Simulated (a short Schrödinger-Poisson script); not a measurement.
Stack: MOS inversion layer, SiO2 on p-type Si(110), at 300 K.

| layer | material | thickness (nm) | Na (cm⁻³) |
|---|---|---|---|
| 1 | SiO2 | 3.5 | - |
| 2 | Si | 650 | 2.2e17 |

Constants are typed, rounded textbook-type inputs, not results; the design itself was drawn at random and stands for no fabricated device. SiO2: permittivity 3.9, conduction-band edge (eV) 3.15, gap (eV) 9, electron mass (mₑ) 0.5. Si: permittivity 11.7, conduction-band edge (eV) 0, gap (eV) 1.124, Nv at 300 K (cm⁻³) 3.1e19.

Channel valleys (confinement mass, in-plane density-of-states mass, number): Δ4 0.315, 0.324, 4; Δ2 0.19, 0.417, 2. At the gate the conduction-band edge of layer 1 lies 3.5 eV − eVg above the Fermi level of the channel; the field vanishes at the back. Gaps are held at their typed values at every temperature. Mesh 0.03 nm at interfaces.

Solved with a short Schrödinger-Poisson script written for these runs: 1D Poisson equation in equilibrium, electrons quantum, Hartree (BenDaniel-Duke, 12 states a valley, the channel's in-plane mass for all, wave functions free to enter the dielectric), parabolic valleys, classical holes, full ionisation, no traps, pinning or gate leakage.

Only gate voltages with over 1e8 electrons/cm² are shown.

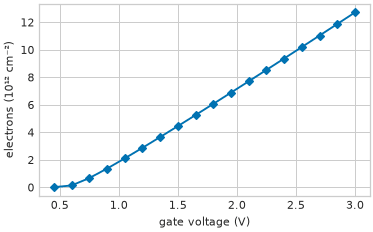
Fig. 1. Sheet density against gate voltage

| Vg (V) | electrons (cm⁻²) | C (μF/cm²) | Δ4 E0 (meV) | Δ4 E1 (meV) | Δ2 E0 (meV) | Δ2 E1 (meV) |
|---|---|---|---|---|---|---|
| 0.45 | 2.18e9 | 0.139 | 236.8 | 305.2 | 250.2 | 330.6 |
| 0.6 | 1.30e11 | 0.443 | 130.6 | 203.0 | 144.7 | 229.6 |
| 0.75 | 6.63e11 | 0.706 | 87.7 | 164.3 | 102.8 | 191.7 |
| 0.9 | 1.35e12 | 0.779 | 68.4 | 149.3 | 84.6 | 177.1 |
| 1.05 | 2.09e12 | 0.812 | 56.3 | 141.1 | 73.4 | 169.4 |
| 1.2 | 2.86e12 | 0.832 | 47.4 | 136.0 | 65.5 | 164.5 |
| 1.35 | 3.65e12 | 0.846 | 40.3 | 132.5 | 59.3 | 161.2 |
| 1.5 | 4.44e12 | 0.856 | 34.4 | 130.0 | 54.2 | 158.9 |
| 1.65 | 5.25e12 | 0.864 | 29.3 | 128.1 | 50.0 | 157.1 |
| 1.8 | 6.06e12 | 0.870 | 24.9 | 126.7 | 46.2 | 155.8 |
| 1.95 | 6.88e12 | 0.876 | 20.8 | 125.6 | 42.9 | 154.9 |
| 2.1 | 7.70e12 | 0.881 | 17.2 | 124.8 | 39.9 | 154.1 |
| 2.25 | 8.53e12 | 0.885 | 13.8 | 124.2 | 37.2 | 153.5 |
| 2.4 | 9.36e12 | 0.889 | 10.6 | 123.7 | 34.7 | 153.1 |
| 2.55 | 1.02e13 | 0.892 | 7.7 | 123.4 | 32.3 | 152.8 |
| 2.7 | 1.10e13 | 0.895 | 4.9 | 123.1 | 30.1 | 152.6 |
| 2.85 | 1.19e13 | 0.897 | 2.3 | 123.0 | 28.1 | 152.4 |
| 3 | 1.27e13 | 0.899 | -0.2 | 122.9 | 26.1 | 152.3 |

Subbands count from the Fermi level.
